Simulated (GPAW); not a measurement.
## Cost against accuracy: kpts for TaN (P-62m, 6 atoms in the cell)

```
TaN
1.0
    5.19600     0.00000     0.00000
   -2.59800     4.49987     0.00000
    0.00000     0.00000     2.91100
Ta N
3 3
Direct
  0.33333   0.66667   0.50000
  0.66667   0.33333   0.50000
  0.00000   0.00000   0.00000
  0.39285   0.00000   0.00000
  0.60715   0.60715   0.00000
  0.00000   0.39285   0.00000
```

Method: LDA (Perdew-Wang 92), GPAW PAW datasets LDA (gpaw-data 1.0.1) (plane waves; GPAW).

Base settings: mode = pw; ecut = 950 eV; xc = LDA; kpts = 5 5 8; mesh shift (steps) = 0.5 0.5 0.5; occupations.name = methfessel-paxton; occupations.width = 0.1 eV; occupations.order = 0; nbands = -10; convergence.forces = 0.001 eV/Å.

Misses are taken against the tightest run, 6 6 9, which need not be fully converged itself. The energy is the free energy per atom.

The count of work is k-points × plane waves × bands × iterations; it is no time, and leaves out set-up, grids and terms that scale otherwise. Core times come from one kind of shared machine and are given to one figure; runs under 30 s give none.

The starting cell comes from a database of published, mostly measured structures (it also holds non-ambient and calculated ones), without a prior relaxation at this level. Spin polarisation is off.

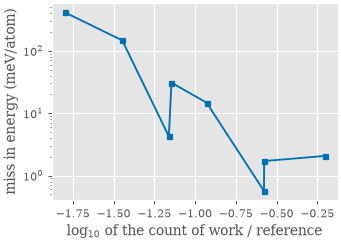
Figure: Miss against the count of work; the reference run is not drawn, and misses under 0.1 meV/atom are drawn there.

| kpts | energy less reference (meV/atom) | largest difference in the force on any atom (eV/Å) | count of work / reference | core time / reference (rough) |
|---|---|---|---|---|
| 1 1 1 | -414.13 | 1.424 | 0.016 | – |
| 2 2 2 | 146.79 | 0.077 | 0.036 | – |
| 2 2 3 | -30.82 | 0.208 | 0.072 | 0.1 |
| 2 2 4 | 4.26 | 0.050 | 0.069 | – |
| 3 3 4 | -14.79 | 0.032 | 0.12 | 0.2 |
| 4 4 5 | 1.71 | 0.065 | 0.27 | 0.2 |
| 4 4 6 | 0.56 | 0.009 | 0.26 | 0.3 |
| 5 5 8 | 2.06 | 0.035 | 0.62 | 0.6 |
| 6 6 9 | 0.00 | 0.000 | 1.0 | 1 |

Coarsest setting among those run that, with all tighter ones, holds the energy within 10 meV/atom of the reference: 4 4 5, off by 1.7 meV/atom; it needs 0.27 of the reference's count of work and about 0.2 of the reference's time. The coarser 2 2 4 also lies inside, but a setting between leaves the range again, so that is luck.

The step from 2 2 3 to 4 4 6: it takes the miss in the energy from 31 to 0.56 meV/atom, for 3.7 times the count of work and roughly 3 times the time.
